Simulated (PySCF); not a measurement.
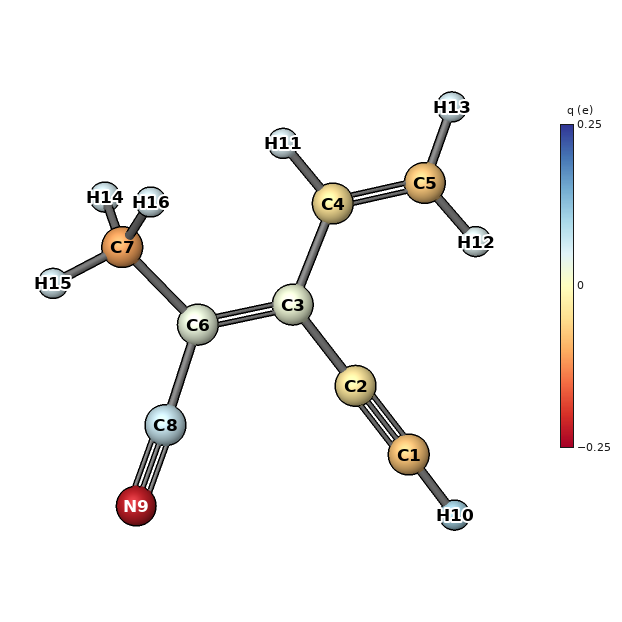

Atoms are coloured by their Hirshfeld charges. The computed structure is the end point of a GFN2-xTB optimisation. No frequency run is at hand to confirm it as a minimum. Properties computed with PBE0/pcSseg-1, gas phase (PySCF 2.14.0).

List the Hirshfeld charges.

```csv
atom,value (e)
C1,−0.08
C2,−0.04
C3,0.02
C4,−0.04
C5,−0.07
C6,0.03
C7,−0.11
C8,0.07
N9,−0.22
H10,0.10
H11,0.05
H12,0.05
H13,0.06
H14,0.06
H15,0.06
H16,0.05
```
